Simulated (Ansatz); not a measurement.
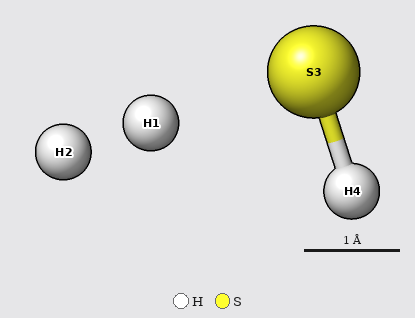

Fig. 1: The structure as given in the input (ball-and-stick view, seen on its broad side; atoms are numbered from 1 in the order of the input). Bond lengths as drawn: H–S 1.33 Å.

**Molecular dynamics, with input and output: H3S (part 1 of 3)**

H3S, multiplicity 2, computed with UKS PBE0/def2-TZVP (Ansatz 0.2.0).

It belongs to a series of runs on one base structure; here: dynamics from the start. Figures and captions count atoms from 1; the log counts them from 0 in places.

**The program's output**
```
Engine: ansatz 0.2.0, aarch64-unknown-linux-gnu
Functional definition: PBE0
  parameter a = 0.25
  parameter kappa = 0.804
  parameter beta = 0.06672455060314922
  exchange = (1 - a)*pbe_x(kappa = kappa, mu = beta*pi^2/3) + a*exact_x
  correlation = pbe_c(beta = beta)
403 factors; their error is unknown
mean field evaluation 1: about -10877.7863 eV, gradient 6.5e0 eV
mean field evaluation 2: about -10877.9381 eV, gradient 5.4e0 eV
mean field evaluation 4: about -10878.0826 eV, gradient 3.7e-1 eV
mean field evaluation 8: about -10878.1064 eV, gradient 7.4e-2 eV
mean field evaluation 16: about -10878.1065 eV, gradient 1.7e-4 eV
mean field -10878.10647299 eV, -399.7630394371 hartree, gradient 2.1e-6 eV, S^2 0.764583; 2 other end points of the search recorded, 0 dependent functions left out
the calculation of the forces begins
reference -10878.10649519 eV, -399.7630402528 hartree; 10, 9 occupied and 45, 46 virtual orbitals, 403 factors
md step     0: t =     0.00 fs  T =   300.0 K  F+E_penalty+E_count = -10878.10647299 eV  E_kin = 0.077556 eV  conserved = -10878.02891699 eV  (76 SCF iters)
these checks for a lower state are left out or cut short: starts, cluster_reference, orbital_swaps, neighbouring_geometries, increment
403 factors; their error is unknown
mean field evaluation 32: about -10878.1095 eV, gradient 2.3e-3 eV
mean field -10878.13177767 eV, -399.7639693668 hartree, gradient 1.8e-5 eV, S^2 0.763890; 0 other end points of the search recorded, 0 dependent functions left out
the calculation of the forces begins
reference -10878.13179980 eV, -399.7639701801 hartree; 10, 9 occupied and 45, 46 virtual orbitals, 403 factors
md step     1: t =     0.50 fs  T =   398.1 K  F+E_penalty+E_count = -10878.13177767 eV  E_kin = 0.102911 eV  conserved = -10878.02886711 eV  (39 SCF iters)
[... from here on the SCF iterations and repeated set-up lines of each step are left out, up to the last step ...]
md step     2: t =     1.00 fs  T =   589.7 K  F+E_penalty+E_count = -10878.18145491 eV  E_kin = 0.152452 eV  conserved = -10878.02900317 eV  (41 SCF iters)
md step     3: t =     1.50 fs  T =   865.1 K  F+E_penalty+E_count = -10878.25328245 eV  E_kin = 0.223640 eV  conserved = -10878.02964245 eV  (38 SCF iters)
md step     4: t =     2.00 fs  T =  1185.3 K  F+E_penalty+E_count = -10878.33764384 eV  E_kin = 0.306422 eV  conserved = -10878.03122212 eV  (39 SCF iters)
md step     5: t =     2.50 fs  T =  1461.5 K  F+E_penalty+E_count = -10878.41178719 eV  E_kin = 0.377822 eV  conserved = -10878.03396473 eV  (51 SCF iters)
md step     6: t =     3.00 fs  T =  1553.3 K  F+E_penalty+E_count = -10878.43847172 eV  E_kin = 0.401554 eV  conserved = -10878.03691791 eV  (51 SCF iters)
md step     7: t =     3.50 fs  T =  1340.2 K  F+E_penalty+E_count = -10878.38323252 eV  E_kin = 0.346465 eV  conserved = -10878.03676792 eV  (44 SCF iters)
md step     8: t =     4.00 fs  T =   899.0 K  F+E_penalty+E_count = -10878.26267619 eV  E_kin = 0.232400 eV  conserved = -10878.03027615 eV  (46 SCF iters)
md step     9: t =     4.50 fs  T =   601.0 K  F+E_penalty+E_count = -10878.17878169 eV  E_kin = 0.155379 eV  conserved = -10878.02340224 eV  (47 SCF iters)
md step    10: t =     5.00 fs  T =   773.0 K  F+E_penalty+E_count = -10878.22673886 eV  E_kin = 0.199829 eV  conserved = -10878.02690971 eV  (46 SCF iters)
md step    11: t =     5.50 fs  T =  1251.2 K  F+E_penalty+E_count = -10878.35863898 eV  E_kin = 0.323456 eV  conserved = -10878.03518292 eV  (45 SCF iters)
md step    12: t =     6.00 fs  T =  1606.2 K  F+E_penalty+E_count = -10878.45318962 eV  E_kin = 0.415228 eV  conserved = -10878.03796141 eV  (48 SCF iters)
md step    13: t =     6.50 fs  T =  1628.8 K  F+E_penalty+E_count = -10878.45690597 eV  E_kin = 0.421088 eV  conserved = -10878.03581790 eV  (49 SCF iters)
md step    14: t =     7.00 fs  T =  1385.7 K  F+E_penalty+E_count = -10878.39091377 eV  E_kin = 0.358227 eV  conserved = -10878.03268695 eV  (52 SCF iters)
md step    15: t =     7.50 fs  T =  1035.0 K  F+E_penalty+E_count = -10878.29794238 eV  E_kin = 0.267572 eV  conserved = -10878.03037038 eV  (53 SCF iters)
md step    16: t =     8.00 fs  T =   710.0 K  F+E_penalty+E_count = -10878.21256425 eV  E_kin = 0.183548 eV  conserved = -10878.02901674 eV  (50 SCF iters)
md step    17: t =     8.50 fs  T =   494.4 K  F+E_penalty+E_count = -10878.15613245 eV  E_kin = 0.127818 eV  conserved = -10878.02831442 eV  (51 SCF iters)
md step    18: t =     9.00 fs  T =   433.5 K  F+E_penalty+E_count = -10878.14010873 eV  E_kin = 0.112081 eV  conserved = -10878.02802776 eV  (52 SCF iters)
md step    19: t =     9.50 fs  T =   545.3 K  F+E_penalty+E_count = -10878.16912726 eV  E_kin = 0.140983 eV  conserved = -10878.02814450 eV  (50 SCF iters)
md step    20: t =    10.00 fs  T =   820.8 K  F+E_penalty+E_count = -10878.24108885 eV  E_kin = 0.212190 eV  conserved = -10878.02889935 eV  (51 SCF iters)
md step    21: t =    10.50 fs  T =  1211.1 K  F+E_penalty+E_count = -10878.34381966 eV  E_kin = 0.313090 eV  conserved = -10878.03072964 eV  (45 SCF iters)
md step    22: t =    11.00 fs  T =  1606.3 K  F+E_penalty+E_count = -10878.44926623 eV  E_kin = 0.415266 eV  conserved = -10878.03400005 eV  (45 SCF iters)
md step    23: t =    11.50 fs  T =  1826.5 K  F+E_penalty+E_count = -10878.51022978 eV  E_kin = 0.472185 eV  conserved = -10878.03804453 eV  (46 SCF iters)
md step    24: t =    12.00 fs  T =  1684.4 K  F+E_penalty+E_count = -10878.47478613 eV  E_kin = 0.435439 eV  conserved = -10878.03934734 eV  (46 SCF iters)
md step    25: t =    12.50 fs  T =  1192.5 K  F+E_penalty+E_count = -10878.34088781 eV  E_kin = 0.308281 eV  conserved = -10878.03260720 eV  (44 SCF iters)
md step    26: t =    13.00 fs  T =   763.0 K  F+E_penalty+E_count = -10878.21975330 eV  E_kin = 0.197241 eV  conserved = -10878.02251189 eV  (46 SCF iters)
md step    27: t =    13.50 fs  T =   877.0 K  F+E_penalty+E_count = -10878.25177827 eV  E_kin = 0.226725 eV  conserved = -10878.02505312 eV  (48 SCF iters)
md step    28: t =    14.00 fs  T =  1418.9 K  F+E_penalty+E_count = -10878.40270600 eV  E_kin = 0.366825 eV  conserved = -10878.03588124 eV  (48 SCF iters)
md step    29: t =    14.50 fs  T =  1844.3 K  F+E_penalty+E_count = -10878.51671193 eV  E_kin = 0.476799 eV  conserved = -10878.03991331 eV  (42 SCF iters)
md step    30: t =    15.00 fs  T =  1862.0 K  F+E_penalty+E_count = -10878.51855872 eV  E_kin = 0.481375 eV  conserved = -10878.03718419 eV  (42 SCF iters)
md step    31: t =    15.50 fs  T =  1554.6 K  F+E_penalty+E_count = -10878.43496673 eV  E_kin = 0.401892 eV  conserved = -10878.03307488 eV  (43 SCF iters)
md step    32: t =    16.00 fs  T =  1132.6 K  F+E_penalty+E_count = -10878.32284317 eV  E_kin = 0.292811 eV  conserved = -10878.03003257 eV  (64 SCF iters)
md step    33: t =    16.50 fs  T =   773.6 K  F+E_penalty+E_count = -10878.22830178 eV  E_kin = 0.200004 eV  conserved = -10878.02829825 eV  (50 SCF iters)
md step    34: t =    17.00 fs  T =   585.8 K  F+E_penalty+E_count = -10878.17899724 eV  E_kin = 0.151445 eV  conserved = -10878.02755199 eV  (49 SCF iters)
md step    35: t =    17.50 fs  T =   617.2 K  F+E_penalty+E_count = -10878.18714989 eV  E_kin = 0.159560 eV  conserved = -10878.02758972 eV  (49 SCF iters)
md step    36: t =    18.00 fs  T =   864.9 K  F+E_penalty+E_count = -10878.25206875 eV  E_kin = 0.223582 eV  conserved = -10878.02848661 eV  (48 SCF iters)
md step    37: t =    18.50 fs  T =  1270.7 K  F+E_penalty+E_count = -10878.35908447 eV  E_kin = 0.328506 eV  conserved = -10878.03057856 eV  (47 SCF iters)
md step    38: t =    19.00 fs  T =  1706.3 K  F+E_penalty+E_count = -10878.47530809 eV  E_kin = 0.441114 eV  conserved = -10878.03419360 eV  (46 SCF iters)
md step    39: t =    19.50 fs  T =  1967.2 K  F+E_penalty+E_count = -10878.54719535 eV  E_kin = 0.508549 eV  conserved = -10878.03864651 eV  (48 SCF iters)
md step    40: t =    20.00 fs  T =  1840.4 K  F+E_penalty+E_count = -10878.51598454 eV  E_kin = 0.475784 eV  conserved = -10878.04020032 eV  (48 SCF iters)
md step    41: t =    20.50 fs  T =  1329.0 K  F+E_penalty+E_count = -10878.37654235 eV  E_kin = 0.343567 eV  conserved = -10878.03297548 eV  (48 SCF iters)
md step    42: t =    21.00 fs  T =   874.6 K  F+E_penalty+E_count = -10878.24809180 eV  E_kin = 0.226095 eV  conserved = -10878.02199650 eV  (50 SCF iters)
md step    43: t =    21.50 fs  T =   997.3 K  F+E_penalty+E_count = -10878.28280631 eV  E_kin = 0.257827 eV  conserved = -10878.02497977 eV  (47 SCF iters)
md step    44: t =    22.00 fs  T =  1563.1 K  F+E_penalty+E_count = -10878.44072837 eV  E_kin = 0.404086 eV  conserved = -10878.03664216 eV  (47 SCF iters)
md step    45: t =    22.50 fs  T =  1985.2 K  F+E_penalty+E_count = -10878.55377495 eV  E_kin = 0.513224 eV  conserved = -10878.04055118 eV  (48 SCF iters)
md step    46: t =    23.00 fs  T =  1969.8 K  F+E_penalty+E_count = -10878.54657411 eV  E_kin = 0.509231 eV  conserved = -10878.03734301 eV  (47 SCF iters)
md step    47: t =    23.50 fs  T =  1621.9 K  F+E_penalty+E_count = -10878.45220632 eV  E_kin = 0.419301 eV  conserved = -10878.03290555 eV  (48 SCF iters)
md step    48: t =    24.00 fs  T =  1171.8 K  F+E_penalty+E_count = -10878.33266316 eV  E_kin = 0.302938 eV  conserved = -10878.02972501 eV  (47 SCF iters)
md step    49: t =    24.50 fs  T =   806.3 K  F+E_penalty+E_count = -10878.23642536 eV  E_kin = 0.208446 eV  conserved = -10878.02797926 eV  (50 SCF iters)
md step    50: t =    25.00 fs  T =   634.9 K  F+E_penalty+E_count = -10878.19144684 eV  E_kin = 0.164133 eV  conserved = -10878.02731402 eV  (50 SCF iters)
md step    51: t =    25.50 fs  T =   700.7 K  F+E_penalty+E_count = -10878.20866009 eV  E_kin = 0.181134 eV  conserved = -10878.02752587 eV  (49 SCF iters)
md step    52: t =    26.00 fs  T =   989.5 K  F+E_penalty+E_count = -10878.28452679 eV  E_kin = 0.255814 eV  conserved = -10878.02871306 eV  (47 SCF iters)
md step    53: t =    26.50 fs  T =  1425.4 K  F+E_penalty+E_count = -10878.39973332 eV  E_kin = 0.368507 eV  conserved = -10878.03122643 eV  (52 SCF iters)
md step    54: t =    27.00 fs  T =  1855.7 K  F+E_penalty+E_count = -10878.51502923 eV  E_kin = 0.479743 eV  conserved = -10878.03528645 eV  (47 SCF iters)
md step    55: t =    27.50 fs  T =  2055.5 K  F+E_penalty+E_count = -10878.57107900 eV  E_kin = 0.531383 eV  conserved = -10878.03969647 eV  (44 SCF iters)
md step    56: t =    28.00 fs  T =  1827.4 K  F+E_penalty+E_count = -10878.51217342 eV  E_kin = 0.472423 eV  conserved = -10878.03975018 eV  (46 SCF iters)
md step    57: t =    28.50 fs  T =  1263.6 K  F+E_penalty+E_count = -10878.35696668 eV  E_kin = 0.326673 eV  conserved = -10878.03029413 eV  (80 SCF iters)
md step    58: t =    29.00 fs  T =   895.9 K  F+E_penalty+E_count = -10878.25257360 eV  E_kin = 0.231612 eV  conserved = -10878.02096163 eV  (59 SCF iters)
md step    59: t =    29.50 fs  T =  1153.9 K  F+E_penalty+E_count = -10878.32601643 eV  E_kin = 0.298301 eV  conserved = -10878.02771575 eV  (80 SCF iters)
md step    60: t =    30.00 fs  T =  1732.1 K  F+E_penalty+E_count = -10878.48641311 eV  E_kin = 0.447792 eV  conserved = -10878.03862127 eV  (50 SCF iters)
md step    61: t =    30.50 fs  T =  2051.8 K  F+E_penalty+E_count = -10878.57069234 eV  E_kin = 0.530433 eV  conserved = -10878.04025915 eV  (49 SCF iters)
md step    62: t =    31.00 fs  T =  1929.6 K  F+E_penalty+E_count = -10878.53505511 eV  E_kin = 0.498842 eV  conserved = -10878.03621287 eV  (81 SCF iters)
md step    63: t =    31.50 fs  T =  1530.0 K  F+E_penalty+E_count = -10878.42745203 eV  E_kin = 0.395545 eV  conserved = -10878.03190703 eV  (47 SCF iters)
md step    64: t =    32.00 fs  T =  1085.4 K  F+E_penalty+E_count = -10878.30966959 eV  E_kin = 0.280586 eV  conserved = -10878.02908389 eV  (47 SCF iters)
md step    65: t =    32.50 fs  T =   764.7 K  F+E_penalty+E_count = -10878.22535819 eV  E_kin = 0.197699 eV  conserved = -10878.02765947 eV  (80 SCF iters)
md step    66: t =    33.00 fs  T =   658.7 K  F+E_penalty+E_count = -10878.19754645 eV  E_kin = 0.170283 eV  conserved = -10878.02726319 eV  (86 SCF iters)
md step    67: t =    33.50 fs  T =   793.1 K  F+E_penalty+E_count = -10878.23279300 eV  E_kin = 0.205044 eV  conserved = -10878.02774943 eV  (81 SCF iters)
md step    68: t =    34.00 fs  T =  1136.4 K  F+E_penalty+E_count = -10878.32306622 eV  E_kin = 0.293778 eV  conserved = -10878.02928851 eV  (84 SCF iters)
md step    69: t =    34.50 fs  T =  1591.0 K  F+E_penalty+E_count = -10878.44355990 eV  E_kin = 0.411301 eV  conserved = -10878.03225894 eV  (83 SCF iters)
md step    70: t =    35.00 fs  T =  1980.1 K  F+E_penalty+E_count = -10878.54856587 eV  E_kin = 0.511887 eV  conserved = -10878.03667874 eV  (88 SCF iters)
md step    71: t =    35.50 fs  T =  2068.2 K  F+E_penalty+E_count = -10878.57522243 eV  E_kin = 0.534668 eV  conserved = -10878.04055404 eV  (87 SCF iters)
md step    72: t =    36.00 fs  T =  1706.3 K  F+E_penalty+E_count = -10878.47927717 eV  E_kin = 0.441116 eV  conserved = -10878.03816142 eV  (83 SCF iters)
md step    73: t =    36.50 fs  T =  1118.4 K  F+E_penalty+E_count = -10878.31582812 eV  E_kin = 0.289131 eV  conserved = -10878.02669753 eV  (94 SCF iters)
md step    74: t =    37.00 fs  T =   902.0 K  F+E_penalty+E_count = -10878.25424858 eV  E_kin = 0.233180 eV  conserved = -10878.02106851 eV  (94 SCF iters)
md step    75: t =    37.50 fs  T =  1310.8 K  F+E_penalty+E_count = -10878.37015372 eV  E_kin = 0.338874 eV  conserved = -10878.03127984 eV  (54 SCF iters)
md step    76: t =    38.00 fs  T =  1870.6 K  F+E_penalty+E_count = -10878.52367606 eV  E_kin = 0.483596 eV  conserved = -10878.04008015 eV  (86 SCF iters)
md step    77: t =    38.50 fs  T =  2071.5 K  F+E_penalty+E_count = -10878.57493272 eV  E_kin = 0.535532 eV  conserved = -10878.03940073 eV  (85 SCF iters)
md step    78: t =    39.00 fs  T =  1855.3 K  F+E_penalty+E_count = -10878.51451284 eV  E_kin = 0.479621 eV  conserved = -10878.03489161 eV  (52 SCF iters)
md step    79: t =    39.50 fs  T =  1429.1 K  F+E_penalty+E_count = -10878.40042095 eV  E_kin = 0.369460 eV  conserved = -10878.03096079 eV  (52 SCF iters)
md step    80: t =    40.00 fs  T =  1013.1 K  F+E_penalty+E_count = -10878.29050275 eV  E_kin = 0.261911 eV  conserved = -10878.02859198 eV  (86 SCF iters)
md step    81: t =    40.50 fs  T =   752.1 K  F+E_penalty+E_count = -10878.22193676 eV  E_kin = 0.194430 eV  conserved = -10878.02750635 eV  (51 SCF iters)
md step    82: t =    41.00 fs  T =   715.9 K  F+E_penalty+E_count = -10878.21244210 eV  E_kin = 0.185076 eV  conserved = -10878.02736635 eV  (89 SCF iters)
md step    83: t =    41.50 fs  T =   913.8 K  F+E_penalty+E_count = -10878.26434201 eV  E_kin = 0.236224 eV  conserved = -10878.02811770 eV  (94 SCF iters)
md step    84: t =    42.00 fs  T =  1296.8 K  F+E_penalty+E_count = -10878.36527423 eV  E_kin = 0.335256 eV  conserved = -10878.03001860 eV  (87 SCF iters)
md step    85: t =    42.50 fs  T =  1746.5 K  F+E_penalty+E_count = -10878.48494562 eV  E_kin = 0.451506 eV  conserved = -10878.03343996 eV  (88 SCF iters)
md step    86: t =    43.00 fs  T =  2064.4 K  F+E_penalty+E_count = -10878.57171142 eV  E_kin = 0.533680 eV  conserved = -10878.03803190 eV  (93 SCF iters)
md step    87: t =    43.50 fs  T =  2019.2 K  F+E_penalty+E_count = -10878.56274535 eV  E_kin = 0.522014 eV  conserved = -10878.04073176 eV  (94 SCF iters)
md step    88: t =    44.00 fs  T =  1545.0 K  F+E_penalty+E_count = -10878.43470052 eV  E_kin = 0.399416 eV  conserved = -10878.03528486 eV  (98 SCF iters)
md step    89: t =    44.50 fs  T =  1011.4 K  F+E_penalty+E_count = -10878.28476977 eV  E_kin = 0.261476 eV  conserved = -10878.02329368 eV  (96 SCF iters)
md step    90: t =    45.00 fs  T =  1004.8 K  F+E_penalty+E_count = -10878.28274562 eV  E_kin = 0.259756 eV  conserved = -10878.02298965 eV  (91 SCF iters)
md step    91: t =    45.50 fs  T =  1538.5 K  F+E_penalty+E_count = -10878.43266387 eV  E_kin = 0.397721 eV  conserved = -10878.03494281 eV  (93 SCF iters)
md step    92: t =    46.00 fs  T =  2031.4 K  F+E_penalty+E_count = -10878.56593615 eV  E_kin = 0.525170 eV  conserved = -10878.04076580 eV  (85 SCF iters)
md step    93: t =    46.50 fs  T =  2097.1 K  F+E_penalty+E_count = -10878.58038106 eV  E_kin = 0.542135 eV  conserved = -10878.03824604 eV  (85 SCF iters)
md step    94: t =    47.00 fs  T =  1789.9 K  F+E_penalty+E_count = -10878.49636493 eV  E_kin = 0.462725 eV  conserved = -10878.03364031 eV  (49 SCF iters)
md step    95: t =    47.50 fs  T =  1340.3 K  F+E_penalty+E_count = -10878.37664172 eV  E_kin = 0.346498 eV  conserved = -10878.03014400 eV  (47 SCF iters)
md step    96: t =    48.00 fs  T =   950.6 K  F+E_penalty+E_count = -10878.27391539 eV  E_kin = 0.245749 eV  conserved = -10878.02816625 eV  (86 SCF iters)
md step    97: t =    48.50 fs  T =   743.9 K  F+E_penalty+E_count = -10878.21967194 eV  E_kin = 0.192320 eV  conserved = -10878.02735193 eV  (89 SCF iters)
```
